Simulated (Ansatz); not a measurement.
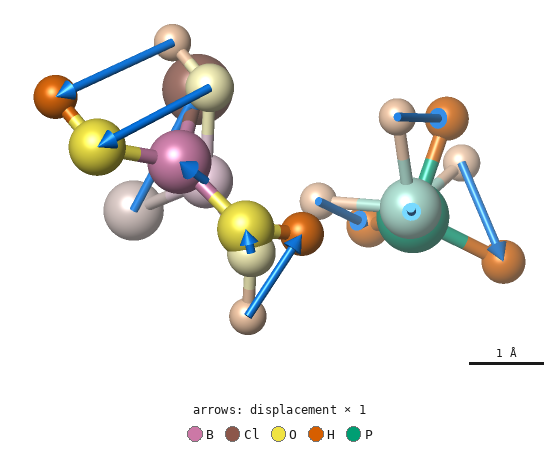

A relaxation of BPH$_{5}$O$_{2}$Cl. The starting structure is drawn faded, the final one solid; blue arrows show the displacements, at their true length. The two geometries are superimposed by the best rigid fit.

Style: ball-and-stick. Shown at a tilt.

The run prepares an end point of a later path (reaction) calculation, from a guessed geometry.

Computed with RKS PBE-D4/def2-SVP in Ansatz. Set-up: no spin polarisation; force threshold 0.03 eV/Å; at most 50 steps.

### What happened in the run?

The energy falls by 25.7 kJ/mol in 36 accepted moves (38 points after the start). The largest force component goes from 0.65 to 0.029 eV/Å. The line search rejected the trial steps at points 32, 36 of the run. The atom that moves furthest after the best rigid fit is an H atom (1.94 Å). Largest moves by element: H 1.94 Å, Cl 1.91 Å, O 1.86 Å, B 0.58 Å, P 0.34 Å. Among the contacts that change: B–Cl 1.840 → 1.822 Å, H–O 0.973 → 0.987 Å, B–O 1.356 → 1.348 Å, H–P 1.429 → 1.435 Å. Bond angles that change, for instance: H–P–H 92.4° → 94.7°.

Limits of the set-up: the start holds two separate molecules, 2.5 Å apart at their closest, whose relative position is a soft coordinate.
